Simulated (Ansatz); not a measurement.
## Geometry relaxation of WH₆OF (part 2 of 2)

Continued. System: WH₆OF, multiplicity 2. Method: UKS PBE0/def2-SVP (Ansatz 0.2.0). The input holds or restrains some coordinates. It belongs to a series of runs on one base structure; here: pulled along the bonds that form and break, towards end A.

Geometry of the input (Å):
```
W  0.0000  0.0000  0.0000
F  0.0000  0.0000  2.1000
H  1.7200  0.0000  0.0000
H  0.0000  1.7200  0.0000
H  -1.7200  0.0000  0.0000
H  0.0000  -1.7200  0.0000
O  0.0000  0.0000  -1.9400
H  0.5278  0.7924  -2.2771
H  0.0000  0.0000  3.3200
```

**Trajectory as extended XYZ, continued**
```
9
Properties=species:S:1:pos:R:3:forces:R:3 step=5 energy=-6673.61415
W    -0.1718   -0.2059   -0.1828    0.1965   0.3689   0.4475
F    -0.0410   -0.0396    1.6663   -0.4514  -0.4782  -0.0246
H     1.6712    0.1028    0.0367   -1.7478   0.2375  -0.2885
H     0.0824    1.6608    0.0294    0.2159  -1.6625  -0.2654
H    -1.8584    0.3119    0.0789    0.8346   0.9631  -0.0891
H     0.2894   -1.8941    0.0918    0.9776   0.5148  -0.0157
O     0.0375    0.0662   -1.9828   -0.0098   0.1103   0.4371
H     0.5266    0.7980   -2.3812   -0.0148  -0.0514  -0.4445
H    -0.0080   -0.0076    3.8466   -0.0008  -0.0026   0.2430
9
Properties=species:S:1:pos:R:3:forces:R:3 step=6 energy=-6674.31290
W    -0.2172   -0.2525   -0.1783    1.2419   1.5182   0.3456
F    -0.1084   -0.1112    1.6763   -0.3754  -0.3964  -0.1503
H     1.5506    0.1561    0.0179   -1.6266  -0.2507  -0.1929
H     0.1251    1.5421    0.0111   -0.2338  -1.5728  -0.1305
H    -1.8112    0.5003    0.0978    0.7653   0.3492  -0.1295
H     0.4675   -1.8678    0.1157    0.4046   0.5234  -0.0847
O     0.0235    0.0636   -1.9718   -0.0097   0.0892   0.3265
H     0.5160    0.7800   -2.4022   -0.1730  -0.2653  -0.2414
H    -0.0180   -0.0181    3.8366    0.0066   0.0053   0.2571
9
Properties=species:S:1:pos:R:3:forces:R:3 step=7 energy=-6674.82909
W    -0.2052   -0.2367   -0.1606   -0.0624   0.0089   0.0167
F    -0.1659   -0.1691    1.7018   -0.2320  -0.2254  -0.2453
H     1.4308    0.1614    0.0196   -0.3559   0.0005  -0.0082
H     0.1189    1.4202    0.0272   -0.0174  -0.3022   0.0520
H    -1.7169    0.6740    0.1029    0.6019   0.1049  -0.0895
H     0.6289   -1.7957    0.1241    0.1353   0.4787  -0.0789
O     0.0010    0.0488   -1.9632    0.2936   0.4439   0.1126
H     0.4793    0.7344   -2.4670   -0.3771  -0.5215  -0.0604
H    -0.0430   -0.0449    3.8181    0.0140   0.0123   0.3010
9
Properties=species:S:1:pos:R:3:forces:R:3 step=8 energy=-6674.98874
W    -0.2105   -0.2428   -0.1500    0.2537   0.1848  -0.5175
F    -0.2531   -0.2462    1.7017   -0.1667  -0.1725   0.0827
H     1.3818    0.1720    0.0418    0.1042  -0.0352   0.0187
H     0.1180    1.3733    0.0691   -0.0727   0.0988   0.0213
H    -1.5909    0.8222    0.0919    0.0048  -0.0436   0.0077
H     0.7651   -1.6984    0.1108   -0.0828  -0.0188   0.0115
O    -0.0258    0.0204   -1.9589    0.3692   0.5653   0.0052
H     0.4116    0.6648   -2.5493   -0.4320  -0.5978   0.0953
H    -0.0684   -0.0729    3.8459    0.0224   0.0191   0.2751
9
Properties=species:S:1:pos:R:3:forces:R:3 step=9 energy=-6675.03675
W    -0.1631   -0.2083   -0.1352    0.0473  -0.0560  -0.4096
F    -0.2633   -0.2571    1.7193   -0.1383  -0.1353  -0.1237
H     1.4252    0.2025    0.0597    0.1996   0.0132  -0.0042
H     0.1489    1.4047    0.0909   -0.0211   0.2226   0.0170
H    -1.5299    0.8799    0.1052    0.0397  -0.0949   0.0000
H     0.8099   -1.6685    0.1286   -0.1219   0.0078   0.0160
O    -0.0476   -0.0088   -1.9567    0.5310   0.8978  -0.3250
H     0.3034    0.5949   -2.6529   -0.5514  -0.8684   0.5260
H    -0.1558   -0.1469    3.8439    0.0152   0.0132   0.3035
9
Properties=species:S:1:pos:R:3:forces:R:3 step=10 energy=-6675.09616
W    -0.1049   -0.1684   -0.1206    0.1527   0.0541  -0.3844
F    -0.3103   -0.3038    1.7287   -0.0941  -0.0630  -0.3587
H     1.4930    0.2470    0.0729    0.0610  -0.0054   0.0223
H     0.1907    1.4592    0.1117   -0.0327   0.0781   0.0711
H    -1.4627    0.9252    0.1179    0.0449  -0.0741  -0.0128
H     0.8385   -1.6419    0.1556   -0.0961  -0.0007   0.0017
O    -0.0521   -0.0233   -1.9481    0.5366   1.2141  -1.0160
H     0.1705    0.5114   -2.7671   -0.5852  -1.2154   1.3729
H    -0.2349   -0.2131    3.8518    0.0130   0.0123   0.3040
9
Properties=species:S:1:pos:R:3:forces:R:3 step=11 energy=-6675.21350
W    -0.0342   -0.1320   -0.1199   -0.3266   0.1775   0.7208
F    -0.3777   -0.3596    1.6923   -0.1562  -0.2115  -0.2329
H     1.5526    0.2850    0.1586    0.1731  -0.0195  -0.0650
H     0.2682    1.4808    0.2093   -0.0890   0.1140  -0.0091
H    -1.4366    0.9127    0.0351    0.1096   0.0378   0.1714
H     0.8533   -1.6410    0.1147    0.0594  -0.0670   0.0082
O    -0.0615    0.0592   -1.9042    0.4113  -0.0802  -0.3201
H     0.0193    0.3836   -2.7957   -0.2021   0.0256  -0.5678
H    -0.2556   -0.1964    3.8127    0.0205   0.0233   0.2945
9
Properties=species:S:1:pos:R:3:forces:R:3 step=12 energy=-6675.32041
W     0.0028   -0.0559   -0.1085   -0.3907  -0.0062   0.4930
F    -0.5103   -0.4248    1.6487   -0.0429  -0.1045  -0.4828
H     1.6014    0.3176    0.2180    0.0319   0.0706  -0.0447
H     0.2627    1.5613    0.2616    0.0451   0.0777   0.0328
H    -1.3864    0.9999    0.0518    0.1017   0.0358   0.1124
H     0.8630   -1.5764    0.1305    0.0528  -0.0414   0.0445
O    -0.0318    0.0453   -1.9053    0.3537   0.1008  -0.4567
H    -0.0623    0.2099   -2.8520   -0.1911  -0.1504   0.0275
H    -0.2114   -0.2845    3.7582    0.0395   0.0177   0.2741
9
Properties=species:S:1:pos:R:3:forces:R:3 step=13 energy=-6675.34535
W     0.0196    0.0097   -0.0989    0.0622  -0.3209   0.3359
F    -0.5880   -0.5211    1.5952   -0.0697   0.2049  -0.6242
H     1.6201    0.3782    0.2553   -0.0761   0.0106  -0.0046
H     0.2935    1.6229    0.3181    0.0098  -0.0562   0.0291
H    -1.3471    1.0789    0.0837   -0.0145   0.0236   0.1435
H     0.8581   -1.5287    0.1475    0.0351   0.0955  -0.0395
O     0.0239    0.0497   -1.9025   -0.2440   0.1201  -1.9207
H    -0.1540    0.0410   -2.8854    0.2528  -0.0965   1.8155
H    -0.1984   -0.3382    3.6898    0.0444   0.0189   0.2649
9
Properties=species:S:1:pos:R:3:forces:R:3 step=14 energy=-6675.32995 accepted=F
W     0.0539    0.0271   -0.0726    0.6724   0.4662  -0.8600
F    -0.6576   -0.5697    1.5049   -0.3091  -0.2463   0.5803
H     1.6525    0.4113    0.2615   -0.0438  -0.0230   0.0047
H     0.3087    1.6338    0.3635    0.0482   0.0066  -0.0689
H    -1.2297    1.1907    0.1123   -0.4465  -0.0436   0.1751
H     0.9846   -1.4520    0.1109   -0.1174  -0.3378   0.1359
O    -0.0287    0.0084   -1.8715    0.2399   0.2626  -0.3458
H    -0.2661   -0.0816   -2.7986   -0.0870  -0.1048   0.0749
H    -0.2897   -0.3757    3.5924    0.0433   0.0201   0.3038
9
Properties=species:S:1:pos:R:3:forces:R:3 step=15 energy=-6675.38513
W     0.0394    0.0098   -0.0956   -0.1730   0.4303  -0.2344
F    -0.6301   -0.5037    1.5545   -0.0501  -0.2598   0.0337
H     1.6348    0.3896    0.2490   -0.0134  -0.0046   0.0650
H     0.3070    1.6199    0.3214    0.0041  -0.0363   0.0992
H    -1.3323    1.0825    0.1353    0.1601   0.0006  -0.0975
H     0.8885   -1.5227    0.1382    0.0123   0.0249   0.0156
O     0.0253    0.1009   -1.8997   -0.0475  -0.2643  -0.7764
H    -0.1829   -0.0348   -2.8405    0.0596   0.0935   0.6135
H    -0.2219   -0.3492    3.6404    0.0480   0.0158   0.2812
9
Properties=species:S:1:pos:R:3:forces:R:3 step=16 energy=-6675.40318
W     0.0424    0.0423   -0.1038    0.0834   0.2278  -0.1812
F    -0.6301   -0.5204    1.5310   -0.0986  -0.1619  -0.0534
H     1.6382    0.3815    0.2619    0.0397   0.0199   0.0247
H     0.3433    1.6272    0.3513    0.0395   0.0633  -0.0393
H    -1.3053    1.1412    0.1325   -0.0354  -0.0929   0.0293
H     0.9541   -1.4473    0.1410   -0.1055  -0.0518   0.0350
O     0.0098    0.0708   -1.9127    0.0101  -0.0411  -0.3545
H    -0.2498   -0.1042   -2.8267    0.0257   0.0254   0.2584
H    -0.2748   -0.3987    3.6283    0.0413   0.0114   0.2811
9
Properties=species:S:1:pos:R:3:forces:R:3 step=17 energy=-6675.39912 accepted=F
W     0.0705    0.1036   -0.0972   -0.1564  -0.2210  -0.5373
F    -0.6405   -0.5443    1.4944   -0.0394   0.0134  -0.2060
H     1.6666    0.4321    0.3035    0.0248  -0.0343   0.0312
H     0.4043    1.6900    0.3590   -0.0152   0.0213   0.0389
H    -1.3179    1.1303    0.1344   -0.0019   0.1423   0.0735
H     0.9006   -1.4314    0.0900    0.1527   0.0085   0.1130
O     0.0423    0.0854   -1.9150   -0.0693   0.0154   0.1103
H    -0.3064   -0.2257   -2.7593    0.0662   0.0482   0.0922
H    -0.2920   -0.4476    3.5931    0.0384   0.0062   0.2842
9
Properties=species:S:1:pos:R:3:forces:R:3 step=18 energy=-6675.41330
W     0.0535    0.0738   -0.1079    0.1071   0.0506  -0.2138
F    -0.6233   -0.5344    1.5109   -0.1522  -0.0709  -0.0706
H     1.6509    0.4010    0.2817   -0.0032  -0.0041   0.0059
H     0.3750    1.6601    0.3478    0.0150  -0.0042  -0.0132
H    -1.3116    1.1397    0.1451    0.0029  -0.0209   0.0318
H     0.9314   -1.4341    0.1357   -0.0020   0.0416  -0.0032
O     0.0249    0.0804   -1.9208   -0.0416  -0.0296  -0.1257
H    -0.2816   -0.1651   -2.8014    0.0364   0.0289   0.1080
H    -0.2914   -0.4289    3.6119    0.0377   0.0087   0.2807
```

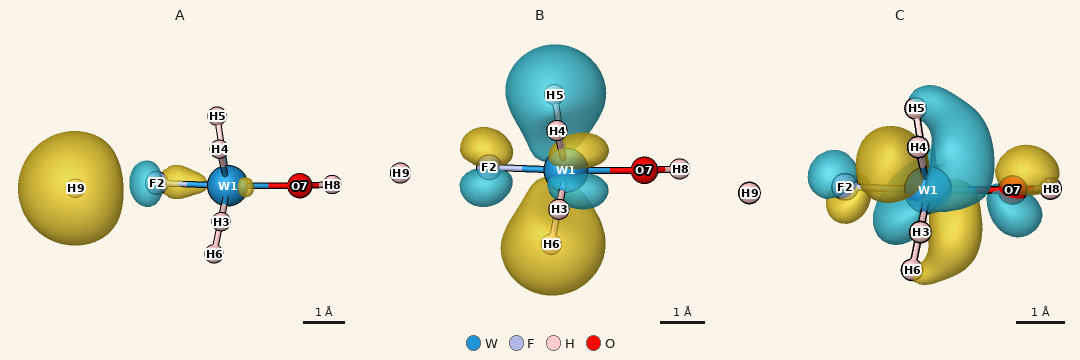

*Three frontier orbitals at ±0.1 Å⁻³ᐟ² (yellow and cyan are the two phases).*

A is the HOMO−1 (α) (−7.96 eV). By Hirshfeld shares it lies mainly on H9 (90 %). B is the HOMO (α) (−7.21 eV). It lies mainly on W1 (30 %), H6 (30 %), H5 (25 %) and F2 (10 %). C is the LUMO (α) (−2.35 eV). It lies mainly on W1 (65 %) and O7 (15 %). The HOMO–LUMO gap is 4.86 eV between the orbital energies.

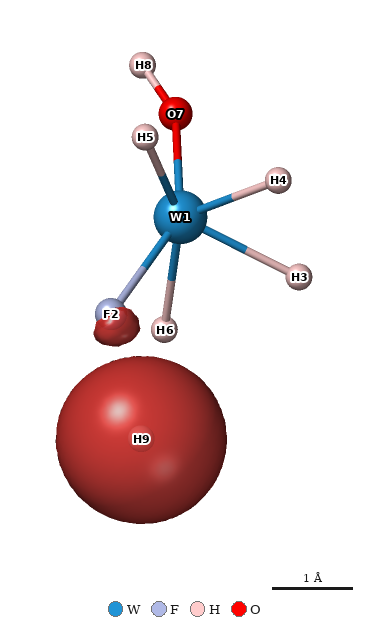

*Isosurface of the spin density at +0.04 e/Å³ (red), seen at an oblique angle.*

The unpaired spin (1 electron) lies mostly on H9 (about 0.9), in electrons by Hirshfeld's partition.

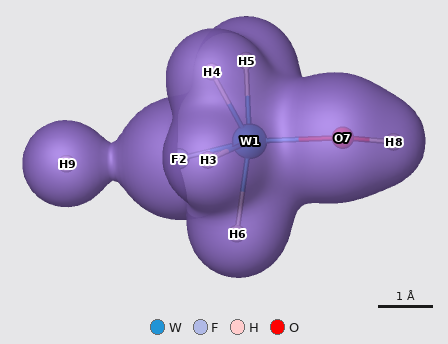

*Isosurface of the total electron density at 0.1 e/Å³ (purple), seen at a tilt.*

At this value the surface is in one piece. On the grid the lowest density along these lines, outside the cores, is 0.13 e/Å³ (F···H, 2.13 Å), 1.2 e/Å³ (W–O, 1.81 Å), 1 e/Å³ (W–F, 1.86 Å) and 2.3 e/Å³ (O–H, 0.96 Å).

**Results in brief**

| quantity | value |
| --- | --- |
| outcome | converged under the restraints of the input |
| total energy | −6675.4133 eV |
| mean-field energy | −6675.4133 eV |
| ⟨S²⟩ | 0.750 |
| largest force (length of the vector) at the end, held atoms and coordinates included | 0.283 eV/Å |
| wall time | 72 s (CPU time 2.3 min) |
| peak memory | 0.24 GiB |
